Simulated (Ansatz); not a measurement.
# SiSe (triplet): wB97M-V, B2PLYP over vertical spin and charge gaps, def2-QZVPP

How well do these functionals follow the top wave-function level for SiSe (triplet) over vertical spin and charge gaps?

Method: def2-QZVPP, all electrons in the functionals, frozen cores in the correlation of double hybrids and RPA; program: Ansatz 0.2.0, Gaussian basis.

To be run: wB97M-V, B2PLYP, at charge 0, triplet; charge 0, singlet; charge 0, quintet; charge 1, doublet; charge 1, quartet.

10 further runs of the same task are left out: 10 set aside as unsound or not needed.

### Step 1. The geometry

The geometry is a PBE0/def2-TZVP stationary point (not a proven minimum). No spin-orbit coupling is included. The filled d shell of Se may be among the frozen orbitals whatever the setting's name suggests; the logs give the count.

2 atoms, charge 0, spin multiplicity 3.

Atoms are counted from 1 here; the program's logs count them from 0.

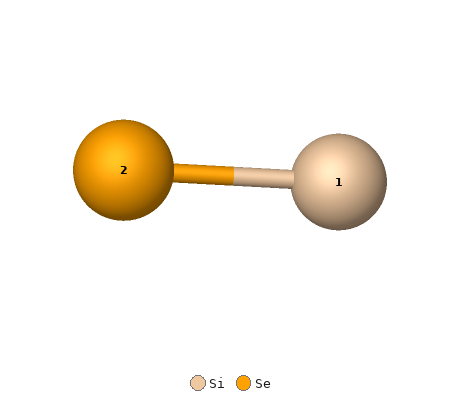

The structure; silicon light orange, selenium orange; atoms are numbered from 1 in the order of the file.

No dispersion term is added; wB97M-V holds VV10 nonlocal correlation.

The geometry shown and the zero of energy belong to the point charge 0, triplet. The yardstick, RCCSD(T), and other wave-function levels (R restricted, U unrestricted, valence and pair active spaces) come from earlier runs.

### Step 2. wB97M-V, charge 0, triplet

Contents of in.yaml:

```yaml
crystal:
  periodic: [false, false, false]
  atoms:
    - {symbol: Si, position_ang: [0.000000, 0.000000, 0.000000]}
    - {symbol: Se, position_ang: [0.000000, 0.000000, 2.311900]}
basis:
  gaussian: {orbitals: "def2-QZVPP.json"}
magnetization: {spin_polarized: true, initial_magnetization: 2}
hamiltonian: {xc: {name: wB97M-V}}
output: {orbitals: {seedname: orbitals}}
```

Run with:

```
$ ansatz run in.yaml --threads 1 --pin off --events-out ev --progress --plain --max-ram 2393MiB
```

The log of the run, cut to the lines that bear on the results:

```text
Functional definition: wB97M-V
  name "wB97M-V"
  cite "Mardirossian & Head-Gordon, J. Chem. Phys. 144, 214110 (2016) doi:10.1063/1.4952647"
  cite "Becke, J. Chem. Phys. 107, 8554 (1997) doi:10.1063/1.475007"
  cite "Vydrov & Van Voorhis, J. Chem. Phys. 133, 244103 (2010) doi:10.1063/1.3521275"
  # Of w^i u^j: cxij and so on, Table III.
[...]
  gx(w, u) = 1 - cx + cx01*u + cx10*w
  gss(w, u) = css00 + css04*u^4 + css10*w + css20*w^2 + css43*w^4*u^3
  gos(w, u) = cos00 + cos10*w + (cos20 + cos21*u)*w^2 + (cos60 + cos61*u)*w^6
[...]
      + integral(e_c_pw_mod_opposite_spin*gos(b97_w_opposite, b97_u_opposite)) + vv10(b, c)
886 factors; their error is unknown
138 factors; integrals over basis functions are off by at most 1.2e-4 eV
[...]
mean field -73222.42405598 eV, -2690.8744521158 hartree, gradient 8.9e-6 eV, S^2 2.004365; 4 other end points of the search recorded, 0 dependent functions left out
reference -73222.42408924 eV, -2690.8744533378 hartree; 25, 23 occupied and 134, 136 virtual orbitals, 886 factors
Total energy: -73222.42408924 eV, -2690.8744533378 hartree
```

It took 1.8 min on 1 thread of Arm Neoverse V1, shared host; peak memory 0.64 GiB.

From the report: ⟨S²⟩ of the determinant 2.004 (pure triplet: 2.00).

### Step 3. wB97M-V, charge 0, singlet

Edit in.yaml of step 2 so:

```diff
@@ -7,3 +7,3 @@
   gaussian: {orbitals: "def2-QZVPP.json"}
-magnetization: {spin_polarized: true, initial_magnetization: 2}
+magnetization: {spin_polarized: true, initial_magnetization: 0}
 hamiltonian: {xc: {name: wB97M-V}}
```

Same command.

The log of the run, cut to the lines that bear on the results:

```text
Functional definition: wB97M-V
  name "wB97M-V"
  cite "Mardirossian & Head-Gordon, J. Chem. Phys. 144, 214110 (2016) doi:10.1063/1.4952647"
  cite "Becke, J. Chem. Phys. 107, 8554 (1997) doi:10.1063/1.475007"
  cite "Vydrov & Van Voorhis, J. Chem. Phys. 133, 244103 (2010) doi:10.1063/1.3521275"
  # Of w^i u^j: cxij and so on, Table III.
[...]
  gx(w, u) = 1 - cx + cx01*u + cx10*w
  gss(w, u) = css00 + css04*u^4 + css10*w + css20*w^2 + css43*w^4*u^3
  gos(w, u) = cos00 + cos10*w + (cos20 + cos21*u)*w^2 + (cos60 + cos61*u)*w^6
[...]
      + integral(e_c_pw_mod_opposite_spin*gos(b97_w_opposite, b97_u_opposite)) + vv10(b, c)
886 factors; their error is unknown
138 factors; integrals over basis functions are off by at most 1.2e-4 eV
[...]
mean field -73224.44157035 eV, -2690.9485944011 hartree, gradient 3.1e-5 eV, S^2 0.000000; 1 other end points of the search recorded, 0 dependent functions left out
reference -73224.44160478 eV, -2690.9485956665 hartree; 24, 24 occupied and 135, 135 virtual orbitals, 886 factors
Total energy: -73224.44160478 eV, -2690.9485956665 hartree
```

Run time: 28 s. Hardware: 1 thread of Arm Neoverse V1, shared host; peak memory 0.48 GiB.

From the report: ⟨S²⟩ of the determinant 0.000 (pure singlet: 0.00).

From charge 0, triplet: -46.5 kcal/mol.

### Step 4. wB97M-V, charge 0, quintet

Edit in.yaml of step 3 so:

```diff
@@ -7,3 +7,3 @@
   gaussian: {orbitals: "def2-QZVPP.json"}
-magnetization: {spin_polarized: true, initial_magnetization: 0}
+magnetization: {spin_polarized: true, initial_magnetization: 4}
 hamiltonian: {xc: {name: wB97M-V}}
```

Same command.

The log of the run, cut to the lines that bear on the results:

```text
Functional definition: wB97M-V
  name "wB97M-V"
  cite "Mardirossian & Head-Gordon, J. Chem. Phys. 144, 214110 (2016) doi:10.1063/1.4952647"
  cite "Becke, J. Chem. Phys. 107, 8554 (1997) doi:10.1063/1.475007"
  cite "Vydrov & Van Voorhis, J. Chem. Phys. 133, 244103 (2010) doi:10.1063/1.3521275"
  # Of w^i u^j: cxij and so on, Table III.
[...]
  gx(w, u) = 1 - cx + cx01*u + cx10*w
  gss(w, u) = css00 + css04*u^4 + css10*w + css20*w^2 + css43*w^4*u^3
  gos(w, u) = cos00 + cos10*w + (cos20 + cos21*u)*w^2 + (cos60 + cos61*u)*w^6
[...]
      + integral(e_c_pw_mod_opposite_spin*gos(b97_w_opposite, b97_u_opposite)) + vv10(b, c)
886 factors; their error is unknown
138 factors; integrals over basis functions are off by at most 1.2e-4 eV
[...]
mean field -73219.80477167 eV, -2690.7781951928 hartree, gradient 3.8e-5 eV, S^2 6.007105; 1 other end points of the search recorded, 0 dependent functions left out
reference -73219.80480407 eV, -2690.7781963835 hartree; 26, 22 occupied and 133, 137 virtual orbitals, 886 factors
Total energy: -73219.80480407 eV, -2690.7781963835 hartree
```

It took 54 s on 1 thread of Arm Neoverse V1, shared host; peak memory 0.66 GiB.

From the report: ⟨S²⟩ of the determinant 6.007 (pure quintet: 6.00).

From charge 0, triplet: +60.4 kcal/mol.

### Step 5. wB97M-V, charge 1, doublet

Edit in.yaml of step 4 so:

```diff
@@ -7,3 +7,4 @@
   gaussian: {orbitals: "def2-QZVPP.json"}
-magnetization: {spin_polarized: true, initial_magnetization: 4}
+total_charge: 1
+magnetization: {spin_polarized: true, initial_magnetization: 1}
 hamiltonian: {xc: {name: wB97M-V}}
```

The command is unchanged.

The log of the run, cut to the lines that bear on the results:

```text
Functional definition: wB97M-V
  name "wB97M-V"
  cite "Mardirossian & Head-Gordon, J. Chem. Phys. 144, 214110 (2016) doi:10.1063/1.4952647"
  cite "Becke, J. Chem. Phys. 107, 8554 (1997) doi:10.1063/1.475007"
  cite "Vydrov & Van Voorhis, J. Chem. Phys. 133, 244103 (2010) doi:10.1063/1.3521275"
  # Of w^i u^j: cxij and so on, Table III.
[...]
  gx(w, u) = 1 - cx + cx01*u + cx10*w
  gss(w, u) = css00 + css04*u^4 + css10*w + css20*w^2 + css43*w^4*u^3
  gos(w, u) = cos00 + cos10*w + (cos20 + cos21*u)*w^2 + (cos60 + cos61*u)*w^6
[...]
      + integral(e_c_pw_mod_opposite_spin*gos(b97_w_opposite, b97_u_opposite)) + vv10(b, c)
886 factors; their error is unknown
138 factors; integrals over basis functions are off by at most 1.2e-4 eV
[...]
mean field -73215.31207538 eV, -2690.6130916493 hartree, gradient 1.3e-5 eV, S^2 0.754662; 4 other end points of the search recorded, 0 dependent functions left out
reference -73215.31211459 eV, -2690.6130930903 hartree; 24, 23 occupied and 135, 136 virtual orbitals, 886 factors
Total energy: -73215.31211459 eV, -2690.6130930903 hartree
```

It took 70 s on 1 thread of Arm Neoverse V1, shared host; peak memory 0.52 GiB.

From the report: ⟨S²⟩ of the determinant 0.755 (pure doublet: 0.75).

From charge 0, triplet: +164.0 kcal/mol.

### Step 6. wB97M-V, charge 1, quartet

Edit in.yaml of step 5 so:

```diff
@@ -8,3 +8,3 @@
 total_charge: 1
-magnetization: {spin_polarized: true, initial_magnetization: 1}
+magnetization: {spin_polarized: true, initial_magnetization: 3}
 hamiltonian: {xc: {name: wB97M-V}}
```

Same command.

The log of the run, cut to the lines that bear on the results:

```text
Functional definition: wB97M-V
  name "wB97M-V"
  cite "Mardirossian & Head-Gordon, J. Chem. Phys. 144, 214110 (2016) doi:10.1063/1.4952647"
  cite "Becke, J. Chem. Phys. 107, 8554 (1997) doi:10.1063/1.475007"
  cite "Vydrov & Van Voorhis, J. Chem. Phys. 133, 244103 (2010) doi:10.1063/1.3521275"
  # Of w^i u^j: cxij and so on, Table III.
[...]
  gx(w, u) = 1 - cx + cx01*u + cx10*w
  gss(w, u) = css00 + css04*u^4 + css10*w + css20*w^2 + css43*w^4*u^3
  gos(w, u) = cos00 + cos10*w + (cos20 + cos21*u)*w^2 + (cos60 + cos61*u)*w^6
[...]
      + integral(e_c_pw_mod_opposite_spin*gos(b97_w_opposite, b97_u_opposite)) + vv10(b, c)
886 factors; their error is unknown
138 factors; integrals over basis functions are off by at most 1.2e-4 eV
[...]
mean field -73212.70552740 eV, -2690.5173027778 hartree, gradient 1.2e-6 eV, S^2 3.755640; 5 other end points of the search recorded, 0 dependent functions left out
reference -73212.70556577 eV, -2690.5173041880 hartree; 25, 22 occupied and 134, 137 virtual orbitals, 886 factors
Total energy: -73212.70556577 eV, -2690.5173041880 hartree
```

Wall time 2.1 min (1 thread of Arm Neoverse V1, shared host); peak memory 0.65 GiB.

From the report: ⟨S²⟩ of the determinant 3.756 (pure quartet: 3.75).

From charge 0, triplet: +224.1 kcal/mol.

### Step 7. B2PLYP, charge 0, triplet

Contents of in.yaml:

```yaml
crystal:
  periodic: [false, false, false]
  atoms:
    - {symbol: Si, position_ang: [0.000000, 0.000000, 0.000000]}
    - {symbol: Se, position_ang: [0.000000, 0.000000, 2.311900]}
basis:
  gaussian: {orbitals: "def2-QZVPP.json"}
magnetization: {spin_polarized: true, initial_magnetization: 2}
hamiltonian: {xc: {name: B2PLYP}}
correlation: {electrons: outside_noble_gas}
```

Same command.

The log of the run, cut to the lines that bear on the results:

```text
Functional definition: B2PLYP
  name "B2PLYP"
  cite "Grimme, J. Chem. Phys. 124, 034108 (2006) doi:10.1063/1.2148954"
  cite "Becke, Phys. Rev. A 38, 3098 (1988) doi:10.1103/PhysRevA.38.3098"
  cite "Lee, Yang & Parr, Phys. Rev. B 37, 785 (1988) doi:10.1103/PhysRevB.37.785"
[...]
1012 factors; integrals over basis functions are off by at most 7.2e-4 eV
[...]
mean field -73210.21225295 eV, -2690.4256766317 hartree, gradient 1.3e-6 eV, S^2 2.016959; 6 other end points of the search recorded, 0 dependent functions left out
19 core orbitals not correlated: weight in the atoms' cores, before any rotation towards them, 1.000 or more for the frozen orbitals, at most 0.000 for the correlated occupied ones
reference -73210.21236729 eV, -2690.4256808336 hartree; 6, 4 occupied and 134, 136 virtual orbitals, 1012 factors
second order -7.26699332 eV of doubles, -0.00000000 eV of singles
Total energy: -73212.17445549 eV, -2690.4977862449 hartree
```

Run time: 45 s. Hardware: 1 thread of Arm Neoverse V1, shared host; peak memory 0.41 GiB.

From the report: ⟨S²⟩ of the determinant 2.017 (pure triplet: 2.00).

### Step 8. B2PLYP, charge 0, singlet

Edit in.yaml of step 7 so:

```diff
@@ -7,3 +7,3 @@
   gaussian: {orbitals: "def2-QZVPP.json"}
-magnetization: {spin_polarized: true, initial_magnetization: 2}
+magnetization: {spin_polarized: true, initial_magnetization: 0}
 hamiltonian: {xc: {name: B2PLYP}}
```

The command is unchanged.

The log of the run, cut to the lines that bear on the results:

```text
Functional definition: B2PLYP
  name "B2PLYP"
  cite "Grimme, J. Chem. Phys. 124, 034108 (2006) doi:10.1063/1.2148954"
  cite "Becke, Phys. Rev. A 38, 3098 (1988) doi:10.1103/PhysRevA.38.3098"
  cite "Lee, Yang & Parr, Phys. Rev. B 37, 785 (1988) doi:10.1103/PhysRevB.37.785"
[...]
1012 factors; integrals over basis functions are off by at most 7.2e-4 eV
[...]
mean field -73211.83252012 eV, -2690.4852203519 hartree, gradient 5.0e-6 eV, S^2 0.000000; 6 other end points of the search recorded, 0 dependent functions left out
19 core orbitals not correlated: weight in the atoms' cores, before any rotation towards them, 1.000 or more for the frozen orbitals, at most 0.000 for the correlated occupied ones
reference -73211.83263213 eV, -2690.4852244684 hartree; 5, 5 occupied and 135, 135 virtual orbitals, 1012 factors
second order -9.53456720 eV of doubles, -0.00000000 eV of singles
Total energy: -73214.40696528 eV, -2690.5798294665 hartree
```

Run time: 36 s. Hardware: 1 thread of Arm Neoverse V1, shared host; peak memory 0.42 GiB.

From the report: ⟨S²⟩ of the determinant 0.000 (pure singlet: 0.00).

From charge 0, triplet: -51.5 kcal/mol.

### Step 9. B2PLYP, charge 0, quintet

Edit in.yaml of step 8 so:

```diff
@@ -7,3 +7,3 @@
   gaussian: {orbitals: "def2-QZVPP.json"}
-magnetization: {spin_polarized: true, initial_magnetization: 0}
+magnetization: {spin_polarized: true, initial_magnetization: 4}
 hamiltonian: {xc: {name: B2PLYP}}
```

Launched as before.

The log of the run, cut to the lines that bear on the results:

```text
Functional definition: B2PLYP
  name "B2PLYP"
  cite "Grimme, J. Chem. Phys. 124, 034108 (2006) doi:10.1063/1.2148954"
  cite "Becke, Phys. Rev. A 38, 3098 (1988) doi:10.1103/PhysRevA.38.3098"
  cite "Lee, Yang & Parr, Phys. Rev. B 37, 785 (1988) doi:10.1103/PhysRevB.37.785"
[...]
1012 factors; integrals over basis functions are off by at most 7.2e-4 eV
[...]
mean field -73207.88691910 eV, -2690.3402221888 hartree, gradient 7.9e-6 eV, S^2 6.010763; 2 other end points of the search recorded, 0 dependent functions left out
19 core orbitals not correlated: weight in the atoms' cores, before any rotation towards them, 1.000 or more for the frozen orbitals, at most 0.000 for the correlated occupied ones
reference -73207.88703158 eV, -2690.3402263224 hartree; 7, 3 occupied and 133, 137 virtual orbitals, 1012 factors
second order -6.53701369 eV of doubles, -0.00000000 eV of singles
Total energy: -73209.65202527 eV, -2690.4050886444 hartree
```

Wall time 14 s (1 thread of Arm Neoverse V1, shared host); peak memory 0.38 GiB.

From the report: ⟨S²⟩ of the determinant 6.011 (pure quintet: 6.00).

From charge 0, triplet: +58.2 kcal/mol.

### Step 10. B2PLYP, charge 1, doublet

Edit in.yaml of step 9 so:

```diff
@@ -7,3 +7,4 @@
   gaussian: {orbitals: "def2-QZVPP.json"}
-magnetization: {spin_polarized: true, initial_magnetization: 4}
+total_charge: 1
+magnetization: {spin_polarized: true, initial_magnetization: 1}
 hamiltonian: {xc: {name: B2PLYP}}
```

The command is unchanged.

The log of the run, cut to the lines that bear on the results:

```text
Functional definition: B2PLYP
  name "B2PLYP"
  cite "Grimme, J. Chem. Phys. 124, 034108 (2006) doi:10.1063/1.2148954"
  cite "Becke, Phys. Rev. A 38, 3098 (1988) doi:10.1103/PhysRevA.38.3098"
  cite "Lee, Yang & Parr, Phys. Rev. B 37, 785 (1988) doi:10.1103/PhysRevB.37.785"
[...]
1012 factors; integrals over basis functions are off by at most 7.2e-4 eV
[...]
mean field -73203.02083662 eV, -2690.1613969562 hartree, gradient 1.2e-6 eV, S^2 0.760837; 11 other end points of the search recorded, 0 dependent functions left out
19 core orbitals not correlated: weight in the atoms' cores, before any rotation towards them, 1.000 or more for the frozen orbitals, at most 0.000 for the correlated occupied ones
reference -73203.02095779 eV, -2690.1614014089 hartree; 5, 4 occupied and 135, 136 virtual orbitals, 1012 factors
second order -7.24032866 eV of doubles, -0.00000000 eV of singles
Total energy: -73204.97584653 eV, -2690.2332422450 hartree
```

Wall time 59 s (1 thread of Arm Neoverse V1, shared host); peak memory 0.53 GiB.

From the report: ⟨S²⟩ of the determinant 0.761 (pure doublet: 0.75).

From charge 0, triplet: +166.0 kcal/mol.

### Step 11. B2PLYP, charge 1, quartet

Edit in.yaml of step 10 so:

```diff
@@ -8,3 +8,3 @@
 total_charge: 1
-magnetization: {spin_polarized: true, initial_magnetization: 1}
+magnetization: {spin_polarized: true, initial_magnetization: 3}
 hamiltonian: {xc: {name: B2PLYP}}
```

The command is unchanged.

The log of the run, cut to the lines that bear on the results:

```text
Functional definition: B2PLYP
  name "B2PLYP"
  cite "Grimme, J. Chem. Phys. 124, 034108 (2006) doi:10.1063/1.2148954"
  cite "Becke, Phys. Rev. A 38, 3098 (1988) doi:10.1103/PhysRevA.38.3098"
  cite "Lee, Yang & Parr, Phys. Rev. B 37, 785 (1988) doi:10.1103/PhysRevB.37.785"
[...]
1012 factors; integrals over basis functions are off by at most 7.2e-4 eV
[...]
mean field -73200.80563877 eV, -2690.0799899366 hartree, gradient 9.6e-7 eV, S^2 3.770250; 8 other end points of the search recorded, 0 dependent functions left out
19 core orbitals not correlated: weight in the atoms' cores, before any rotation towards them, 1.000 or more for the frozen orbitals, at most 0.000 for the correlated occupied ones
reference -73200.80576165 eV, -2690.0799944524 hartree; 6, 3 occupied and 134, 137 virtual orbitals, 1012 factors
second order -5.80887538 eV of doubles, -0.00000000 eV of singles
Total energy: -73202.37415800 eV, -2690.1376319553 hartree
```

Run time: 55 s. Hardware: 1 thread of Arm Neoverse V1, shared host; peak memory 0.44 GiB.

From the report: ⟨S²⟩ of the determinant 3.770 (pure quartet: 3.75).

From charge 0, triplet: +226.0 kcal/mol.

### Step 12. Against the wave-function levels

No level is safe as a reference over these points; RCCSD(T) serves as a yardstick only. It comes from earlier runs at the same points. Energies in kcal/mol, counted from charge 0, triplet; blanks weren't run or aren't comparable.

```
   level  triplet to singlet  triplet to quintet  ionisation to the doublet cation  ionisation to the quartet cation
RCCSD(T)               -51.5                55.0                             167.5                             225.0
 wB97M-V               -46.5                60.4                             164.0                             224.1
  B2PLYP               -51.5                58.2                             166.0                             226.0
```

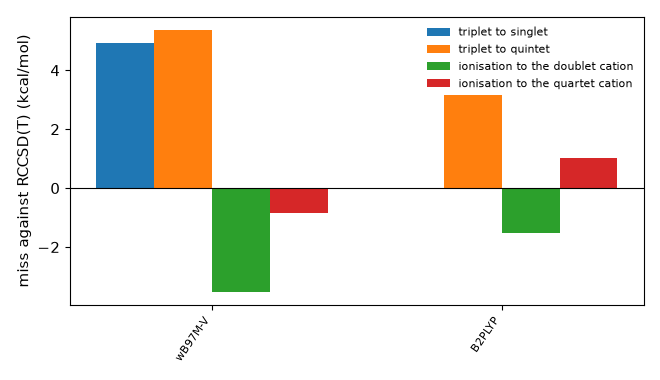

Misses of the gaps against RCCSD(T).

Largest miss and mean time a point (RCCSD(T) took 2.5 min a point; shared hosts):

```
  level  largest miss (kcal/mol)               where  time a point
wB97M-V                     +5.4  triplet to quintet          76 s
 B2PLYP                     +3.1  triplet to quintet          42 s
```

### Step 13. Summary of results

```
                                  quantity                               value
              triplet to singlet, RCCSD(T)                      -51.5 kcal/mol
              triplet to quintet, RCCSD(T)                       55.0 kcal/mol
ionisation to the doublet cation, RCCSD(T)                      167.5 kcal/mol
ionisation to the quartet cation, RCCSD(T)                      225.0 kcal/mol
                     largest miss, wB97M-V  +5.4 kcal/mol (triplet to quintet)
                      largest miss, B2PLYP  +3.1 kcal/mol (triplet to quintet)
```

What this shows: Of the functionals, B2PLYP keep the smallest largest miss at the points compared (at most 3.1 kcal/mol) and wB97M-V strays most (5.4 kcal/mol, at triplet to quintet). Functionals and the yardstick converge differently with the basis, so part of each miss in def2-QZVPP is the basis. The yardstick itself may be off where one determinant is a poor start.
